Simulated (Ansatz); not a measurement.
## Geometry relaxation of C5H3 (part 1 of 3)

- system: C5H3 (slab, 32 atoms in the cell)
- method: DFT PBE, scalar-relativistic, plane waves, PAW, PAW set soft_1, no spin polarisation (Ansatz 0.2.0)

The input holds or restrains some coordinates. Forces given for the steps count only the free coordinates. It belongs to a series of runs on one base structure; here: end point A relaxed. Figures and captions count atoms from 1; the log counts them from 0 in places.

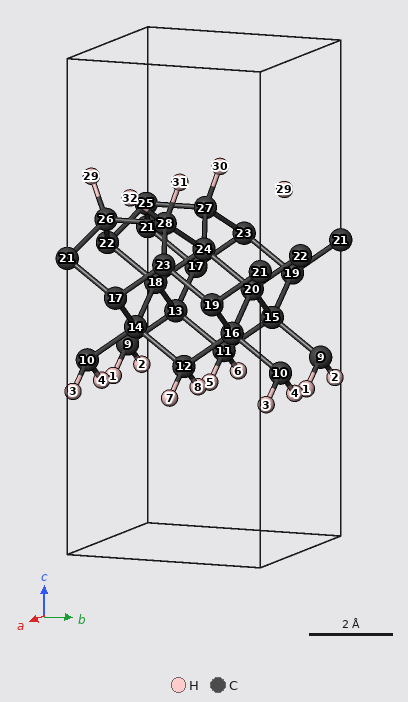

The input geometry (ball-and-stick view of the cell of the calculation, with the vacuum cut short, seen slightly off an axis; atoms are numbered from 1 in the order of the input). An atom can appear more than once, as a periodic image.

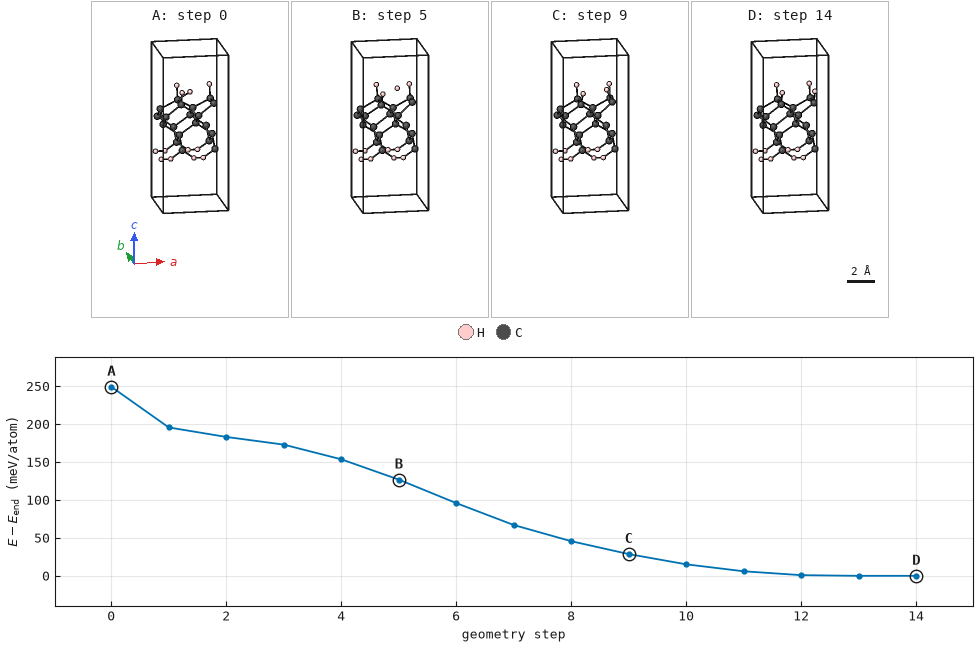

Frames of the restrained relaxation (ball-and-stick view of the cell of the calculation, with the vacuum cut short (origin shifted), seen slightly off an axis) above the curves, on which the letters mark them (the first geometry is step 0 here and step 1 in the log).

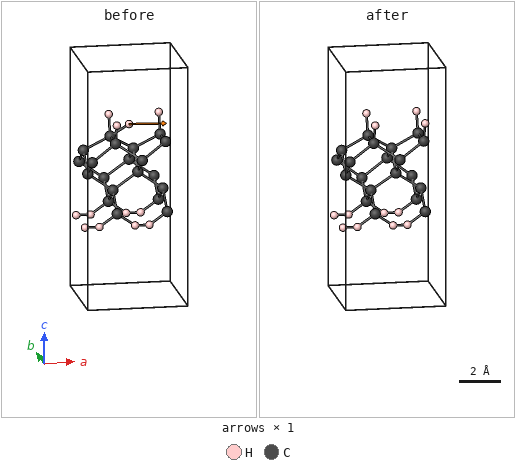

Before (left) and after (right) the restrained relaxation, at one scale (ball-and-stick view of the cell of the calculation, with the vacuum cut short (origin shifted), seen slightly off an axis). The orange arrows give the displacements, at true length. The largest move is that of H32, 2.23 Å. Largest moves by element: H 2.23 Å, C 0.09 Å. The lattice vectors keep their values. Among the contacts that change: C28–H32 1.250 → 3.408 Å, C25–H32 2.069 → 1.100 Å, C25–C27 1.546 → 1.633 Å, C15–C19 1.546 → 1.587 Å. New bonds form: C25–H32 (2.07 → 1.10 Å). Bonds break: C28–H32 (1.25 → 3.41 Å). Among the angles that change: C21–C17–C23 109.5° → 100.9°, C18–C24–C27 92.1° → 98.8°, C21–C19–C23 109.5° → 116.2°. The energy falls by 249 meV per atom in 14 geometry steps. Largest force component: 4.4 eV/Å at the start, 0.012 eV/Å at the end. (Atoms are counted from 1 in the order of the input.)

The input that produced these results follows, with the program's output.

**Input**
```yaml
crystal:
  lattice:
    - [5.048742, 0.0, 0.0]
    - [0.0, 5.048742, 0.0]
    - [0.0, 0.0, 17.135561]
  atoms:
    - { symbol: H, position: [0.4277868, 0.0, 0.0583582] }
    - { symbol: H, position: [0.0722132, 0.0, 0.0583582] }
    - { symbol: H, position: [0.9277868, 0.0, 0.0583582] }
    - { symbol: H, position: [0.5722132, 0.0, 0.0583582] }
    - { symbol: H, position: [0.4277868, 0.5, 0.0583582] }
    - { symbol: H, position: [0.0722132, 0.5, 0.0583582] }
    - { symbol: H, position: [0.9277868, 0.5, 0.0583582] }
    - { symbol: H, position: [0.5722132, 0.5, 0.0583582] }
    - { symbol: C, position: [0.25, 0.0, 0.0953981] }
    - { symbol: C, position: [0.75, 0.0, 0.0953981] }
    - { symbol: C, position: [0.25, 0.5, 0.0953981] }
    - { symbol: C, position: [0.75, 0.5, 0.0953981] }
    - { symbol: C, position: [0.25, 0.25, 0.1474828] }
    - { symbol: C, position: [0.75, 0.25, 0.1474828] }
    - { symbol: C, position: [0.25, 0.75, 0.1474828] }
    - { symbol: C, position: [0.75, 0.75, 0.1474828] }
    - { symbol: C, position: [0.0, 0.25, 0.1995674] }
    - { symbol: C, position: [0.5, 0.25, 0.1995674] }
    - { symbol: C, position: [0.0, 0.75, 0.1995674] }
    - { symbol: C, position: [0.5, 0.75, 0.1995674] }
    - { symbol: C, position: [0.0, 0.0, 0.2516521] }
    - { symbol: C, position: [0.5, 0.0, 0.2516521] }
    - { symbol: C, position: [0.0, 0.5, 0.2516521] }
    - { symbol: C, position: [0.5, 0.5, 0.2516521] }
    - { symbol: C, position: [0.25, 0.0969069, 0.297901] }
    - { symbol: C, position: [0.75, 0.0969069, 0.297901] }
    - { symbol: C, position: [0.25, 0.4030931, 0.297901] }
    - { symbol: C, position: [0.75, 0.4030931, 0.297901] }
    - { symbol: H, position: [0.75, 0.0208818, 0.3580601] }
    - { symbol: H, position: [0.25, 0.4791182, 0.3580601] }
    - { symbol: H, position: [0.75, 0.4791182, 0.3580601] }
    - { symbol: H, position: [0.919303, 0.2922147, 0.3399691] }
basis:
  ecutwfc: 420.0
kpoints:
  mp_grid: { grid: [2, 2, 1] }
hamiltonian:
  xc: pbe
  pseudopotentials: { kind: paw, azcp: { folder: soft_1 } }
scf:
  occupations: { method: gaussian, width: 0.05 }
  lower_state_search: "off"
relax:
  f_tol: 0.03
  max_steps: 60
  adjacent_minimum: "off"
  constraints: [{ sites: [0, 1, 2, 3, 4, 5, 6, 7, 8, 9, 10, 11, 12, 13, 14, 15] }]
```

Launch command:
```bash
ansatz run input.yaml --threads 1 --pin off --max-ram 3072MiB --backend cpu --events-out ev --progress --plain --runs-dir out
```

**Output**
```
Engine: ansatz 0.2.0, aarch64-unknown-linux-gnu
Pseudopotentials: kind: paw
Pseudopotential: H, paw, valence charge 1, recommended cutoff 420 eV (normal), [file]
Pseudopotential: C, paw, valence charge 4, recommended cutoff 420 eV (normal), [file]
Functional definition: PBE
  parameter kappa = 0.804
  parameter beta = 0.06672455060314922
  exchange = pbe_x(kappa = kappa, mu = beta*pi^2/3)
  correlation = pbe_c(beta = beta)
Crystal: 32 atoms, lattice volume = 436.782 Å³
Basis set: ecut = 420 eV, 8525 PW (Γ), exchange–correlation on 72×72×240 points (8 copies of the dense FFT grid, shifted against one another)
Bands: 78, of which v1, the nominal top of the filled ones, is band 46 counted from 1 (45 counted from 0)
Symmetry: 1 space group operations
Space group: P1 (ITA 1), of the structure as read, at distance tolerance 7.6e-5 Å
k-points: 4
Non-local potential: H, projectors of the file, l = 0: 2, l = 1: 1
Non-local potential: C, projectors of the file, l = 0: 2, l = 1: 2, l = 2: 1
PAW form: soft (Blöchl's): semilocal exchange-correlation on the pseudo side does not see the compensation charge
PAW one-centre angular grid: H, 110 points (default); XC on 64 Gauss nodes
PAW one-centre angular grid: C, 110 points (default); XC on 64 Gauss nodes
Initial density: superposition of atomic densities (neutral atoms: chi_scale 0, normalization atom)
Initial wavefunctions: pseudopotential atomic-orbital guess
Functional: x = pbe(κ = 0.804, μ = 0.2195149727645171), c = pbe(β = 0.06672455060314922)
SCF iter   1: F=—  HF=-5199.565897 eV  |F-HF|=—  |Δ(HF+E_count)|=         —  Δρ=9.25e-2  dr2=3.71e1  ethr=3.10e-3  ⟨swp⟩=7.8  Hψ=1661  notcnv=0  defer=77
preconditioner: auto → Resta (q_TF=auto, 2.104 Å⁻¹)  ε∞=2.0  [insulator: Δε(μ)=1.492 eV  Ē_g=17.064 eV  σ=0.050 eV  W_gap=1.00  n_scr=74 (ndim 8)  ℏωp=17.0 eV  f_vac=0.544  D(μ)=0.00/eV (n_scr^D=0)  ε∞_Penn≈2.0  vacuum switching on, ρ_ref=2.1e-2 e/Å³]
SCF iter   2: F=—  HF=-5188.677068 eV  |F-HF|=—  |Δ(HF+E_count)|=    1.09e1  Δρ=5.31e-2  dr2=1.30e1  ethr=3.10e-3  ⟨swp⟩=4.2  Hψ=712  notcnv=0  defer=96
SCF iter   3: F=—  HF=-5188.954630 eV  |F-HF|=—  |Δ(HF+E_count)|=   2.78e-1  Δρ=3.72e-2  dr2=8.87e0  ethr=3.10e-3  ⟨swp⟩=3.5  Hψ=544  notcnv=0  defer=95
SCF iter   4: F=—  HF=-5186.903362 eV  |F-HF|=—  |Δ(HF+E_count)|=    2.05e0  Δρ=1.70e-2  dr2=1.98e0  ethr=3.10e-3  ⟨swp⟩=2.2  Hψ=482  notcnv=0  defer=105
SCF iter   5: F=—  HF=-5186.456639 eV  |F-HF|=—  |Δ(HF+E_count)|=   4.47e-1  Δρ=5.15e-3  dr2=1.77e-1  ethr=2.15e-3  ⟨swp⟩=2.0  Hψ=358  notcnv=0  defer=105
SCF iter   6: F=—  HF=-5186.450523 eV  |F-HF|=—  |Δ(HF+E_count)|=   6.12e-3  Δρ=4.04e-3  dr2=1.21e-1  ethr=1.93e-4  ⟨swp⟩=4.0  Hψ=475  notcnv=0  defer=99
SCF iter   7: F=—  HF=-5186.437948 eV  |F-HF|=—  |Δ(HF+E_count)|=   1.26e-2  Δρ=6.69e-4  dr2=2.54e-3  ethr=1.32e-4  ⟨swp⟩=2.5  Hψ=353  notcnv=0  defer=98
SCF iter   8: F=—  HF=-5186.437964 eV  |F-HF|=—  |Δ(HF+E_count)|=   1.51e-5  Δρ=3.46e-4  dr2=7.38e-4  ethr=2.76e-6  ⟨swp⟩=2.0  Hψ=391  notcnv=0  defer=98
SCF iter   9: F=—  HF=-5186.437916 eV  |F-HF|=—  |Δ(HF+E_count)|=   4.79e-5  Δρ=9.12e-5  dr2=4.65e-5  ethr=8.02e-7  ⟨swp⟩=2.5  Hψ=344  notcnv=0  defer=98
SCF iter  10: F=-5186.437917 eV  HF=-5186.437916 eV  |F-HF|=1.47e-7  |Δ(HF+E_count)|=   7.52e-7  Δρ=1.81e-5  dr2=1.08e-6  ethr=2.45e-8  ⟨swp⟩=5.0  Hψ=948  notcnv=0
SCF 1 converged in 10 iterations: F = -5186.437917 eV  dr2 = 1.08e-6
  greatest PAW one-centre occupation: 0.668 electrons in one spin orbital (limit 2), on the C atom at site 9 (counted from 0), in its partial waves of l = 0
relax step   1: F+E_penalty+E_count = -5186.43791652 eV  Δ(F+E_penalty+E_count) = +0.000e0 eV  max|allowed force component| = 4.448e0 eV/Å  Δτ_max = 0.0000 Å  (10 SCF iters, dr2 threshold 2.25e-5 eV, accepted)
Initial density: handed on by an earlier stage of this run
Initial wavefunctions: those handed on with the density
iter 1 solved again at ethr=3.36e-4 eV; its pass at ethr=3.10e-3 eV (dr2=3.09e-1 eV) is discarded
SCF iter   1: F=—  HF=-5188.204742 eV  |F-HF|=—  |Δ(HF+E_count)|=         —  Δρ=1.16e-2  dr2=2.92e-1  ethr=3.36e-4  ⟨swp⟩=1.0  Hψ=1319  notcnv=0  defer=101
preconditioner: auto → Resta (q_TF=auto, 2.104 Å⁻¹)  ε∞=2.2  [insulator: Δε(μ)=0.802 eV  Ē_g=15.326 eV  σ=0.050 eV  W_gap=1.00  n_scr=74 (ndim 8)  ℏωp=17.0 eV  f_vac=0.574  D(μ)=0.00/eV (n_scr^D=0)  ε∞_Penn≈2.2  vacuum switching on, ρ_ref=1.7e-2 e/Å³]
SCF iter   2: F=—  HF=-5188.156273 eV  |F-HF|=—  |Δ(HF+E_count)|=   4.85e-2  Δρ=5.36e-3  dr2=4.94e-2  ethr=3.17e-4  ⟨swp⟩=2.0  Hψ=362  notcnv=0  defer=101
SCF iter   3: F=—  HF=-5188.155757 eV  |F-HF|=—  |Δ(HF+E_count)|=   5.16e-4  Δρ=1.45e-3  dr2=9.57e-3  ethr=5.37e-5  ⟨swp⟩=2.2  Hψ=432  notcnv=0  defer=101
SCF iter   4: F=—  HF=-5188.155203 eV  |F-HF|=—  |Δ(HF+E_count)|=   5.55e-4  Δρ=7.63e-4  dr2=3.46e-3  ethr=1.04e-5  ⟨swp⟩=2.0  Hψ=354  notcnv=0  defer=101
SCF iter   5: F=—  HF=-5188.154761 eV  |F-HF|=—  |Δ(HF+E_count)|=   4.42e-4  Δρ=1.71e-4  dr2=1.28e-4  ethr=3.77e-6  ⟨swp⟩=2.2  Hψ=333  notcnv=0  defer=102
SCF iter   6: F=-5188.154766 eV  HF=-5188.154770 eV  |F-HF|=3.69e-6  |Δ(HF+E_count)|=   8.90e-6  Δρ=6.55e-5  dr2=2.05e-5  ethr=1.09e-7  ⟨swp⟩=2.8  Hψ=1023  notcnv=0
SCF 2 converged in 6 iterations: F = -5188.154766 eV  dr2 = 2.05e-5
relax step   2: F+E_penalty+E_count = -5188.15476606 eV  Δ(F+E_penalty+E_count) = -1.717e0 eV  max|allowed force component| = 2.087e0 eV/Å  Δτ_max = 0.1457 Å  (6 SCF iters, dr2 threshold 1.00e-4 eV, accepted)
SCF iter   1: F=—  HF=-5188.670558 eV  |F-HF|=—  |Δ(HF+E_count)|=         —  Δρ=1.11e-2  dr2=5.50e-1  ethr=1.87e-3  ⟨swp⟩=4.0  Hψ=815  notcnv=0  defer=96
preconditioner: auto → Resta (q_TF=auto, 2.104 Å⁻¹)  ε∞=2.2  [insulator: Δε(μ)=0.925 eV  Ē_g=15.284 eV  σ=0.050 eV  W_gap=1.00  n_scr=74 (ndim 8)  ℏωp=17.0 eV  f_vac=0.575  D(μ)=0.00/eV (n_scr^D=0)  ε∞_Penn≈2.2  vacuum switching on, ρ_ref=1.7e-2 e/Å³]
SCF iter   2: F=—  HF=-5188.593906 eV  |F-HF|=—  |Δ(HF+E_count)|=   7.67e-2  Δρ=6.90e-3  dr2=2.48e-1  ethr=5.98e-4  ⟨swp⟩=2.2  Hψ=486  notcnv=0  defer=99
SCF iter   3: F=—  HF=-5188.556618 eV  |F-HF|=—  |Δ(HF+E_count)|=   3.73e-2  Δρ=2.96e-3  dr2=2.51e-2  ethr=2.69e-4  ⟨swp⟩=2.0  Hψ=338  notcnv=0  defer=99
SCF iter   4: F=—  HF=-5188.554474 eV  |F-HF|=—  |Δ(HF+E_count)|=   2.14e-3  Δρ=9.91e-4  dr2=2.12e-3  ethr=2.73e-5  ⟨swp⟩=2.0  Hψ=362  notcnv=0  defer=99
SCF iter   5: F=—  HF=-5188.554665 eV  |F-HF|=—  |Δ(HF+E_count)|=   1.90e-4  Δρ=2.30e-4  dr2=1.58e-4  ethr=2.30e-6  ⟨swp⟩=2.0  Hψ=371  notcnv=0  defer=99
SCF iter   6: F=-5188.554678 eV  HF=-5188.554699 eV  |F-HF|=2.14e-5  |Δ(HF+E_count)|=   3.47e-5  Δρ=7.25e-5  dr2=3.77e-5  ethr=1.09e-7  ⟨swp⟩=3.0  Hψ=1058  notcnv=0
SCF 3 converged in 6 iterations: F = -5188.554678 eV  dr2 = 3.77e-5
relax step   3: F+E_penalty+E_count = -5188.55467799 eV  Δ(F+E_penalty+E_count) = -3.999e-1 eV  max|allowed force component| = 7.573e-1 eV/Å  Δτ_max = 0.2000 Å  (6 SCF iters, dr2 threshold 1.00e-4 eV, accepted)
iter 1 solved again at ethr=4.75e-4 eV; its pass at ethr=3.10e-3 eV (dr2=4.37e-1 eV) is discarded
[...]
eigensolver tolerance schedule calibrated: the retry pair's looser diagonalisation under-reported the residual by θ = 0.09 (0.12/decade); ethr = c·dr2/N_el runs at the constant in force after the calibration composes with the one it found (an armed cap, an earlier calibration), c = 7.5e-2
preconditioner: auto → Resta (q_TF=auto, 2.104 Å⁻¹)  ε∞=2.2  [insulator: Δε(μ)=1.179 eV  Ē_g=15.259 eV  σ=0.050 eV  W_gap=1.00  n_scr=74 (ndim 8)  ℏωp=17.0 eV  f_vac=0.574  D(μ)=0.00/eV (n_scr^D=0)  ε∞_Penn≈2.2  vacuum switching on, ρ_ref=1.7e-2 e/Å³]
relax step   4: F+E_penalty+E_count = -5188.87930872 eV  Δ(F+E_penalty+E_count) = -3.246e-1 eV  max|allowed force component| = 1.612e0 eV/Å  Δτ_max = 0.1980 Å  (6 SCF iters, dr2 threshold 7.55e-5 eV, accepted)
preconditioner: auto → Resta (q_TF=auto, 2.104 Å⁻¹)  ε∞=2.2  [insulator: Δε(μ)=1.277 eV  Ē_g=15.275 eV  σ=0.050 eV  W_gap=1.00  n_scr=74 (ndim 8)  ℏωp=17.0 eV  f_vac=0.576  D(μ)=0.00/eV (n_scr^D=0)  ε∞_Penn≈2.2  vacuum switching on, ρ_ref=1.7e-2 e/Å³]
relax step   5: F+E_penalty+E_count = -5189.49811643 eV  Δ(F+E_penalty+E_count) = -6.188e-1 eV  max|allowed force component| = 2.710e0 eV/Å  Δτ_max = 0.1955 Å  (5 SCF iters, dr2 threshold 1.00e-4 eV, accepted)
preconditioner: auto → Resta (q_TF=auto, 2.104 Å⁻¹)  ε∞=2.2  [insulator: Δε(μ)=1.639 eV  Ē_g=15.278 eV  σ=0.050 eV  W_gap=1.00  n_scr=74 (ndim 8)  ℏωp=17.0 eV  f_vac=0.576  D(μ)=0.00/eV (n_scr^D=0)  ε∞_Penn≈2.2  vacuum switching on, ρ_ref=1.7e-2 e/Å³]
relax step   6: F+E_penalty+E_count = -5190.35436202 eV  Δ(F+E_penalty+E_count) = -8.562e-1 eV  max|allowed force component| = 3.530e0 eV/Å  Δτ_max = 0.1953 Å  (5 SCF iters, dr2 threshold 1.00e-4 eV, accepted)
preconditioner: auto → Resta (q_TF=auto, 2.104 Å⁻¹)  ε∞=2.2  [insulator: Δε(μ)=1.990 eV  Ē_g=15.303 eV  σ=0.050 eV  W_gap=1.00  n_scr=74 (ndim 8)  ℏωp=17.0 eV  f_vac=0.577  D(μ)=0.00/eV (n_scr^D=0)  ε∞_Penn≈2.2  vacuum switching on, ρ_ref=1.7e-2 e/Å³]
  greatest PAW one-centre occupation: 0.668 electrons in one spin orbital (limit 2), on the C atom at site 10 (counted from 0), in its partial waves of l = 0
relax step   7: F+E_penalty+E_count = -5191.34608236 eV  Δ(F+E_penalty+E_count) = -9.917e-1 eV  max|allowed force component| = 3.852e0 eV/Å  Δτ_max = 0.1975 Å  (5 SCF iters, dr2 threshold 1.00e-4 eV, accepted)
preconditioner: auto → Resta (q_TF=auto, 2.104 Å⁻¹)  ε∞=2.2  [insulator: Δε(μ)=1.953 eV  Ē_g=15.317 eV  σ=0.050 eV  W_gap=1.00  n_scr=74 (ndim 8)  ℏωp=17.0 eV  f_vac=0.578  D(μ)=0.00/eV (n_scr^D=0)  ε∞_Penn≈2.2  vacuum switching on, ρ_ref=1.7e-2 e/Å³]
relax step   8: F+E_penalty+E_count = -5192.27053009 eV  Δ(F+E_penalty+E_count) = -9.244e-1 eV  max|allowed force component| = 3.239e0 eV/Å  Δτ_max = 0.1950 Å  (5 SCF iters, dr2 threshold 1.00e-4 eV, accepted)
preconditioner: auto → Resta (q_TF=auto, 2.104 Å⁻¹)  ε∞=2.2  [insulator: Δε(μ)=1.909 eV  Ē_g=15.329 eV  σ=0.050 eV  W_gap=1.00  n_scr=74 (ndim 8)  ℏωp=17.0 eV  f_vac=0.578  D(μ)=0.00/eV (n_scr^D=0)  ε∞_Penn≈2.2  vacuum switching on, ρ_ref=1.7e-2 e/Å³]
relax step   9: F+E_penalty+E_count = -5192.95428811 eV  Δ(F+E_penalty+E_count) = -6.838e-1 eV  max|allowed force component| = 2.057e0 eV/Å  Δτ_max = 0.1950 Å  (5 SCF iters, dr2 threshold 1.00e-4 eV, accepted)
preconditioner: auto → Resta (q_TF=auto, 2.104 Å⁻¹)  ε∞=2.2  [insulator: Δε(μ)=1.870 eV  Ē_g=15.324 eV  σ=0.050 eV  W_gap=1.00  n_scr=74 (ndim 8)  ℏωp=17.0 eV  f_vac=0.579  D(μ)=0.00/eV (n_scr^D=0)  ε∞_Penn≈2.2  vacuum switching on, ρ_ref=1.7e-2 e/Å³]
relax step  10: F+E_penalty+E_count = -5193.49714346 eV  Δ(F+E_penalty+E_count) = -5.429e-1 eV  max|allowed force component| = 1.661e0 eV/Å  Δτ_max = 0.2000 Å  (5 SCF iters, dr2 threshold 1.00e-4 eV, accepted)
preconditioner: auto → Resta (q_TF=auto, 2.104 Å⁻¹)  ε∞=2.2  [insulator: Δε(μ)=1.850 eV  Ē_g=15.327 eV  σ=0.050 eV  W_gap=1.00  n_scr=74 (ndim 8)  ℏωp=17.0 eV  f_vac=0.578  D(μ)=0.00/eV (n_scr^D=0)  ε∞_Penn≈2.2  vacuum switching on, ρ_ref=1.7e-2 e/Å³]
relax step  11: F+E_penalty+E_count = -5193.92928840 eV  Δ(F+E_penalty+E_count) = -4.321e-1 eV  max|allowed force component| = 1.246e0 eV/Å  Δτ_max = 0.2000 Å  (5 SCF iters, dr2 threshold 1.00e-4 eV, accepted)
preconditioner: auto → Resta (q_TF=auto, 2.104 Å⁻¹)  ε∞=2.2  [insulator: Δε(μ)=1.832 eV  Ē_g=15.328 eV  σ=0.050 eV  W_gap=1.00  n_scr=74 (ndim 8)  ℏωp=17.0 eV  f_vac=0.578  D(μ)=0.00/eV (n_scr^D=0)  ε∞_Penn≈2.2  vacuum switching on, ρ_ref=1.7e-2 e/Å³]
relax step  12: F+E_penalty+E_count = -5194.22350642 eV  Δ(F+E_penalty+E_count) = -2.942e-1 eV  max|allowed force component| = 7.929e-1 eV/Å  Δτ_max = 0.2000 Å  (5 SCF iters, dr2 threshold 1.00e-4 eV, accepted)
preconditioner: auto → Resta (q_TF=auto, 2.104 Å⁻¹)  ε∞=2.2  [insulator: Δε(μ)=1.821 eV  Ē_g=15.325 eV  σ=0.050 eV  W_gap=1.00  n_scr=74 (ndim 8)  ℏωp=17.0 eV  f_vac=0.578  D(μ)=0.00/eV (n_scr^D=0)  ε∞_Penn≈2.2  vacuum switching on, ρ_ref=1.7e-2 e/Å³]
relax step  13: F+E_penalty+E_count = -5194.38609725 eV  Δ(F+E_penalty+E_count) = -1.626e-1 eV  max|allowed force component| = 3.187e-1 eV/Å  Δτ_max = 0.2000 Å  (5 SCF iters, dr2 threshold 1.00e-4 eV, accepted)
preconditioner: auto → Resta (q_TF=auto, 2.104 Å⁻¹)  ε∞=2.2  [insulator: Δε(μ)=1.818 eV  Ē_g=15.324 eV  σ=0.050 eV  W_gap=1.00  n_scr=74 (ndim 8)  ℏωp=17.0 eV  f_vac=0.578  D(μ)=0.00/eV (n_scr^D=0)  ε∞_Penn≈2.2  vacuum switching on, ρ_ref=1.7e-2 e/Å³]
  greatest PAW one-centre occupation: 0.668 electrons in one spin orbital (limit 2), on the C atom at site 8 (counted from 0), in its partial waves of l = 0
relax step  14: F+E_penalty+E_count = -5194.41502374 eV  Δ(F+E_penalty+E_count) = -2.893e-2 eV  max|allowed force component| = 1.141e-2 eV/Å  Δτ_max = 0.1215 Å  (5 SCF iters, dr2 threshold 1.64e-5 eV, accepted)
preconditioner: auto → Resta (q_TF=auto, 2.104 Å⁻¹)  ε∞=2.2  [insulator: Δε(μ)=1.823 eV  Ē_g=15.333 eV  σ=0.050 eV  W_gap=1.00  n_scr=74 (ndim 8)  ℏωp=17.0 eV  f_vac=0.578  D(μ)=0.00/eV (n_scr^D=0)  ε∞_Penn≈2.2  vacuum switching on, ρ_ref=1.7e-2 e/Å³]
```
